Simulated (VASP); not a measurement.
# InSe: GW quasiparticle gap, part 2 of 4

Aim: the quasiparticle gap of InSe, and what it costs to get it. The cell has space group R3m. The start is a cell from a database of measured crystal structures.

VASP 6.6.1, plane waves and PAW; the level of theory is named at each step.

So far. Step 2 (Relaxation): At LDA, with these data sets, the largest force is down to 0.0089 eV/Å.

The database entry behind the starting cell differs from later determinations by our own check (c about 1.5 % long), so it need not match the best structure at ambient conditions.

**3. Ground state**

This step: LDA; plane waves and PAW (In_d_GW, Se_GW) (VASP 6.6.1).

The orbitals come from a self-consistent LDA run with a tight EDIFF and a narrow smearing. KPOINTS_OPT adds the bands along a path, which shows whether the mesh holds the band edges.

The input, INCAR:

```
SYSTEM = InSe
PREC = Accurate
ENCUT = 300
EDIFF = 1E-08
NELM = 100
ISMEAR = 0
SIGMA = 0.01
LREAL = .FALSE.
ALGO = Normal
GGA = CA
NBANDS = 25
LORBIT = 11
LWAVE = .TRUE.
LCHARG = .FALSE.
KPAR = 8
```

The input, POSCAR:

```
InSe
1.0
    2.0000000000      1.1547005384      8.4400000000
   -2.0000000000      1.1547005384      8.4400000000
    0.0000000000     -2.3094010768      8.4400000000
In Se
2 2
Direct
    0.8898331933      0.8898331933      0.8898331933
    0.9988626213      0.9988626213      0.9988626213
    0.1731088248      0.1731088248      0.1731088248
    0.3821953606      0.3821953606      0.3821953606
```

The input, KPOINTS:

```
Automatic mesh
0
Gamma
4 4 4
0 0 0
```

The input, KPOINTS_OPT:

```
Line mode
12
Line-mode
Reciprocal
  0.00000000   0.00000000   0.00000000 GAMMA
  0.50000000   0.00000000   0.00000000 L

  0.50000000   0.00000000   0.00000000 L
  0.50000000   0.17914517  -0.17914517 B1

  0.82085483   0.50000000   0.17914517 B
  0.50000000   0.50000000   0.50000000 Z

  0.50000000   0.50000000   0.50000000 Z
  0.00000000   0.00000000   0.00000000 GAMMA

  0.00000000   0.00000000   0.00000000 GAMMA
  0.33957259   0.00000000  -0.33957259 X

  0.66042741   0.33957259   0.00000000 Q
  0.50000000   0.50000000   0.00000000 F

  0.50000000   0.50000000   0.00000000 F
  0.66042741   0.66042741   0.17914517 P1

  0.66042741   0.66042741   0.17914517 P1
  0.50000000   0.50000000   0.50000000 Z

  0.50000000   0.00000000   0.00000000 L
  0.82085483   0.33957259   0.33957259 P
```

PAW data sets: In_d_GW and Se_GW (LDA family, release 64).

Launch:

```bash
mpirun -np 8 vasp_std
```

The program printed:

```text
[banner, memory and clock lines left out]
running    8 mpi-ranks, on    1 nodes
 distrk:  each k-point on    1 cores,    8 groups
 distr:  one band on    1 cores,    1 groups

 POSCAR found type information on POSCAR InSe
 POSCAR found :  2 types and       4 ions
 [... a notice as in an earlier step ...]

 LDA part: xc-table for (Slater(with rela. corr.)+CA(PZ))
 , standard interpolation
 POSCAR, INCAR and KPOINTS ok, starting setup
 FFT: planning ... GRIDC
 FFT: planning ... GRID_SOFT
 FFT: planning ... GRID
 WAVECAR not read
 entering main loop
       N       E                     dE             d eps       ncg     rms          rms(c)
DAV:   1     0.413055493119E+03    0.41306E+03   -0.11366E+04   736   0.240E+03
DAV:   2     0.686896543314E+02   -0.34437E+03   -0.33050E+03   903   0.552E+02
DAV:   3    -0.900053156010E+01   -0.77690E+02   -0.76052E+02  1140   0.390E+02
DAV:   4    -0.168003320666E+02   -0.77998E+01   -0.77836E+01  1228   0.101E+02
DAV:   5    -0.170041996942E+02   -0.20387E+00   -0.20378E+00  1092   0.171E+01    0.654E+00
DAV:   6    -0.165272854231E+02    0.47691E+00   -0.97964E-01  1284   0.362E+01    0.354E+00
DAV:   7    -0.164848895030E+02    0.42396E-01   -0.40674E-01  1164   0.739E+00    0.141E+00
DAV:   8    -0.164774698076E+02    0.74197E-02   -0.41537E-02  1164   0.556E+00    0.255E-01
DAV:   9    -0.164771565233E+02    0.31328E-03   -0.59573E-03  1092   0.222E+00    0.746E-02
DAV:  10    -0.164771518699E+02    0.46535E-05   -0.73217E-04  1236   0.410E-01    0.369E-02
DAV:  11    -0.164771603394E+02   -0.84696E-05   -0.84736E-05  1284   0.123E-01    0.147E-02
DAV:  12    -0.164771505649E+02    0.97745E-05   -0.42142E-05  1188   0.105E-01    0.922E-03
DAV:  13    -0.164771509809E+02   -0.41598E-06   -0.37933E-06  1244   0.293E-02    0.109E-03
DAV:  14    -0.164771509577E+02    0.23244E-07   -0.30077E-07   924   0.147E-02    0.516E-04
DAV:  15    -0.164771509650E+02   -0.73669E-08   -0.76140E-08   940   0.692E-03
   1 F= -.16477151E+02 E0= -.16477151E+02  d E =-.124011E-43
 Start KPOINTS_OPT (optional k-point list driver)
k-point batch [1-13\108]
       N       E                     dE             ncg
DAV:   1     0.188196922088E+04   -0.42561E+04      759
DAV:   2    -0.236462667341E+04   -0.42466E+04      916
DAV:   3    -0.338235957383E+04   -0.10177E+04     1143
DAV:   4    -0.349416672413E+04   -0.11181E+03     1220
DAV:   5    -0.349698438157E+04   -0.28177E+01     1124
DAV:   6    -0.349711901081E+04   -0.13463E+00     1164
DAV:   7    -0.349712494630E+04   -0.59355E-02     1148
DAV:   8    -0.349712528352E+04   -0.33722E-03     1156
DAV:   9    -0.349712530467E+04   -0.21149E-04     1164
DAV:  10    -0.349712530571E+04   -0.10460E-05     1148
DAV:  11    -0.349712530574E+04   -0.25163E-07      804
DAV:  12    -0.349712530574E+04   -0.38053E-08      668
[...]
k-point batch [105-108\108]
       N       E                     dE             ncg
DAV:   1     0.793353736519E+04   -0.27597E+04      209
DAV:   2     0.654296398842E+04   -0.13906E+04      260
DAV:   3     0.622615848201E+04   -0.31681E+03      347
DAV:   4     0.619023603099E+04   -0.35922E+02      368
DAV:   5     0.618917928399E+04   -0.10567E+01      320
DAV:   6     0.618907157264E+04   -0.10771E+00      392
DAV:   7     0.618906958363E+04   -0.19890E-02      312
DAV:   8     0.618906927031E+04   -0.31332E-03      384
DAV:   9     0.618906926539E+04   -0.49225E-05      304
DAV:  10     0.618906926485E+04   -0.53654E-06      384
DAV:  11     0.618906926484E+04   -0.95779E-08      232
 writing wavefunctions
```

The job ended after 87 s (8 MPI ranks of Intel Xeon Platinum 8488C (Sapphire Rapids), shared host; peak memory 2.2 GiB; 9.1 min of CPU time).

Parts of OUTCAR (step 3):

```text
The static configuration has the point symmetry C_3v.

 Found     13 irreducible k-points:

   k-points           NKPTS =     13   k-points in BZ     NKDIM =     13   number of bands    NBANDS=     25

   dimension x,y,z NGX =    50 NGY =   50 NGZ =   50
   dimension x,y,z NGXF=   100 NGYF=  100 NGZF=  100

   ENCUT  =  300.0 eV  22.05 Ry    4.70 a.u.  12.36 12.36 12.36*2*pi/ulx,y,z

   NELECT =      38.0000    total number of electrons

 E-fermi :   3.0877

 k-point     1 :       0.0000    0.0000    0.0000
  band No.  band energies     occupation
    ...
     15       1.4448      2.00000
     16       1.7326      2.00000
     17       1.7326      2.00000
     18       1.7972      2.00000
     19       1.7972      2.00000
     20       4.5310      0.00000
     21       4.9341      0.00000
     22       7.2349      0.00000
     23       7.2349      0.00000
     24       8.2887      0.00000
    ...

 k-point     2 :       0.2500   -0.0000    0.0000
  band No.  band energies     occupation
    ...
     15      -0.5073      2.00000
     16       0.9483      2.00000
     17       1.1319      2.00000
     18       1.2346      2.00000
     19       1.9678      2.00000
     20       4.8723      0.00000
     21       5.1170      0.00000
     22       6.9744      0.00000
     23       7.1479      0.00000
     24       7.6189      0.00000
    ...

  Total       -0.6481878     -0.6481878     -1.0800511      0.0000000      0.0000000      0.0000000
  in kB       -8.8801104     -8.8801104    -14.7965969      0.0000000      0.0000000      0.0000000
  external PRESSURE =     -10.8522726 kB  Pullay stress =       0.0000000 kB

  energy-cutoff  :      300.00
  volume of cell :      116.95
      direct lattice vectors                 reciprocal lattice vectors
     2.000000000  1.154700538  8.440000000     0.250000000  0.144337567  0.039494471
    -2.000000000  1.154700538  8.440000000    -0.250000000  0.144337567  0.039494471
     0.000000000 -2.309401077  8.440000000     0.000000000 -0.288675135  0.039494471

 POSITION                                       TOTAL-FORCE (eV/Angst)
 -----------------------------------------------------------------------------------
      0.00000      0.00000     22.53058         0.000000      0.000000     -0.037136
      0.00000      0.00000     25.29120         0.000000     -0.000000      0.023390
      0.00000      0.00000      4.38312         0.000000      0.000000      0.026266
      0.00000      0.00000      9.67719         0.000000      0.000000     -0.012520
 -----------------------------------------------------------------------------------
    total drift:                               -0.000000     -0.000000     -0.001967

  FREE ENERGIE OF THE ION-ELECTRON SYSTEM (eV)
  ---------------------------------------------------
  free  energy   TOTEN  =       -16.4771509650 eV

  energy  without entropy=      -16.4771509650  energy(sigma->0) =      -16.47715097

 total charge
# of ion       s       p       d       f       tot
--------------------------------------------------
    1        0.839   0.641  10.049   0.017  11.546
    2        0.839   0.641  10.049   0.017  11.546
    3        1.467   2.298   0.023   0.000   3.788
    4        1.468   2.298   0.023   0.000   3.789
--------------------------------------------------
tot          4.612   5.878  20.144   0.034  30.668

[... 2 parts as in an earlier step ...]

[... 7 further parts left out ...]
```

This step gave:

| Quantity | Value |
| --- | --- |
| free energy (TOTEN) | -16.48 eV |
| Fermi energy | 3.088 eV |
| pressure | -1.085 GPa |
| least gap on mesh and path | 0.2799 eV |
| least direct gap on mesh and path | 0.2799 eV |

The highest empty bands on the path are converged less tightly, to about 0.1 eV. Electronic bands along the path, in eV, zero at the valence-band top; v1 is the highest filled band, c1 the lowest empty one:

```csv
point,v4,v3,v2,v1,c1,c2,c3,c4
Γ,-1.26,-1.26,-1.19,-1.19,1.54,1.94,4.24,4.24
L,-2.37,-2.30,-2.25,-1.72,1.11,1.87,3.59,3.90
B1,-3.68,-2.54,-2.23,-1.83,1.65,2.43,3.29,4.36
jump to B,-3.68,-2.54,-2.23,-1.83,1.65,2.43,3.29,4.36
Z,-1.34,-1.11,-1.11,0.00,0.28,1.99,4.17,4.17
Γ,-1.26,-1.26,-1.19,-1.19,1.54,1.94,4.24,4.24
X,-3.69,-2.58,-2.21,-1.80,1.70,2.34,3.33,4.32
jump to Q,-3.69,-2.58,-2.21,-1.80,1.70,2.34,3.33,4.32
F,-2.62,-2.49,-2.04,-1.57,1.11,1.87,3.23,3.55
P1,-2.55,-2.46,-2.07,-1.70,1.32,1.71,3.30,3.71
Z,-1.34,-1.11,-1.11,0.00,0.28,1.99,4.17,4.17
jump to L,-2.37,-2.30,-2.25,-1.72,1.11,1.87,3.59,3.90
P,-2.55,-2.46,-2.07,-1.70,1.32,1.71,3.30,3.71
```

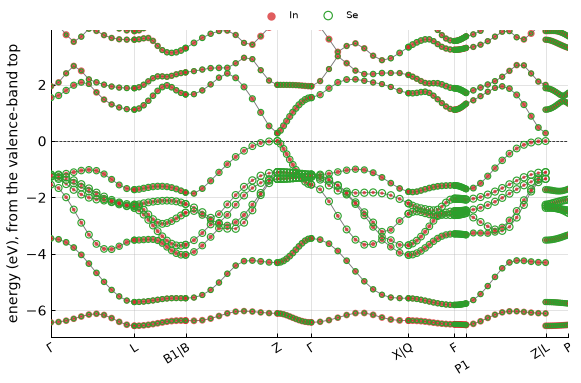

Electronic bands along the path; dots are coloured as in the legend, and their area grows with the weight.

The cell has a gap of 0.280 eV on mesh and path. Spin-orbit coupling is left out, which can shift or reorder these edges.

**4. Empty bands, pseudo set GW light**

ALGO = Exact makes the empty bands from the converged ground state in one step. LOPTICS writes the k-derivatives of the orbitals (WAVEDER), which give the long-wavelength limit of the screening.

The input, INCAR:

```
SYSTEM = InSe
PREC = Accurate
ENCUT = 300
ISMEAR = 0
SIGMA = 0.01
LREAL = .FALSE.
GGA = CA
NBANDS = 648
ALGO = Exact
NELM = 1
LWAVE = .TRUE.
LCHARG = .FALSE.
LOPTICS = .TRUE.
NEDOS = 1000
CSHIFT = 0.1
```

POSCAR is that of step 3.

KPOINTS is that of step 3.

Launch:

```bash
mpirun -np 8 vasp_std
```

The program printed:

```text
[banner, memory and clock lines left out]
running    8 mpi-ranks, on    1 nodes
 distrk:  each k-point on    8 cores,    1 groups
 distr:  one band on    1 cores,    8 groups

 POSCAR found type information on POSCAR InSe
 POSCAR found :  2 types and       4 ions
 [... a notice as in an earlier step ...]

 LDA part: xc-table for (Slater(with rela. corr.)+CA(PZ))
 , standard interpolation
 found WAVECAR, reading the header
  number of bands has changed, file:    25 present:   648
  trying to continue reading WAVECAR, but it might fail
 POSCAR, INCAR and KPOINTS ok, starting setup
 FFT: planning ... GRIDC
 FFT: planning ... GRID_SOFT
 FFT: planning ... GRID
 reading WAVECAR
 random initialization beyond band           25
 the WAVECAR file was read successfully
 initial charge from wavefunction
 entering main loop
       N       E                     dE             d eps       ncg     rms          rms(c)
DIA:   1    -0.164771509675E+02   -0.16477E+02    0.00000E+00     0   0.000E+00
   1 F= -.16477151E+02 E0= -.16477151E+02  d E =-.277586E-85
 writing wavefunctions
 optical routines
 imaginary and real dielectric function
 recalculating local potential from charge density
 direction            1
 direction            2
 direction            3
```

The job ended after 27 s (8 MPI ranks; peak memory 2 GiB; 2.7 min of CPU time).

OUTCAR, selected parts (step 4):

```text
The static configuration has the point symmetry C_3v.

 Found     13 irreducible k-points:

   k-points           NKPTS =     13   k-points in BZ     NKDIM =     13   number of bands    NBANDS=    648

   NELECT =      38.0000    total number of electrons

 E-fermi :   3.1349

 k-point     1 :       0.0000    0.0000    0.0000
  band No.  band energies     occupation
    ...
     15       1.4448      2.00000
     16       1.7327      2.00000
     17       1.7327      2.00000
     18       1.7973      2.00000
     19       1.7973      2.00000
     20       4.5310      0.00000
     21       4.9340      0.00000
     22       7.2348      0.00000
     23       7.2348      0.00000
     24       8.2780      0.00000
    ...

 k-point     4 :       0.2500    0.2500    0.0000
  band No.  band energies     occupation
    ...
     15      -0.4610      2.00000
     16       0.7936      2.00000
     17       1.0312      2.00000
     18       1.3469      2.00000
     19       2.1796      2.00000
     20       4.7364      0.00000
     21       5.0974      0.00000
     22       6.9947      0.00000
     23       7.2645      0.00000
     24       7.5231      0.00000
    ...

  Total       -0.6464795     -0.6464795     -1.0776644      0.0000000      0.0000000      0.0000000
  in kB       -8.8567064     -8.8567064    -14.7638989      0.0000000      0.0000000      0.0000000
  external PRESSURE =     -10.8257705 kB  Pullay stress =       0.0000000 kB

 POSITION                                       TOTAL-FORCE (eV/Angst)
 -----------------------------------------------------------------------------------
      0.00000      0.00000     22.53058         0.000000     -0.000000     -0.036622
      0.00000      0.00000     25.29120         0.000000      0.000000      0.022847
      0.00000      0.00000      4.38312         0.000000     -0.000000      0.026343
      0.00000      0.00000      9.67719         0.000000     -0.000000     -0.012568
 -----------------------------------------------------------------------------------
    total drift:                                0.000000     -0.000000     -0.002035

  FREE ENERGIE OF THE ION-ELECTRON SYSTEM (eV)
  ---------------------------------------------------
  free  energy   TOTEN  =       -16.4771509675 eV

  energy  without entropy=      -16.4771509675  energy(sigma->0) =      -16.47715097

 plasma frequency squared (from intraband transitions) (eV^2)
  --------------------------------------------------------------------------------------
       0.000       0.000       0.000
       0.000       0.000       0.000
       0.000       0.000       0.000

[... 9 parts as in an earlier step ...]

[... 3 further parts left out ...]
```

WAVECAR now holds 648 bands for 38 electrons. Its independent-particle dielectric tensor has xx, yy, zz = 12.5, 12.5, 153.4 on this mesh, which isn't tested for convergence in mesh or bands and lacks local fields. A value this large is set by the few k points at the smallest gap, and it enters the screening of any GW step.

(Continued in part 3 of 4.)

[Lines on the potential files, build, host, timing and source positions are cut from VASP's logs without a mark.]

[Logs are printed without paths, hosts, clocks, repeated set-up lines and the standing remarks that a program may print on its own settings, such as how far it seeks lower states.]

[Hosts, paths, dates, database ids (printed as entryN), source tags and the programs' standing remarks are cut or masked in the printed files.]

[Pressures printed for these runs are not shown converged in the cutoff: they can be off by several GPa and have the wrong sign.]
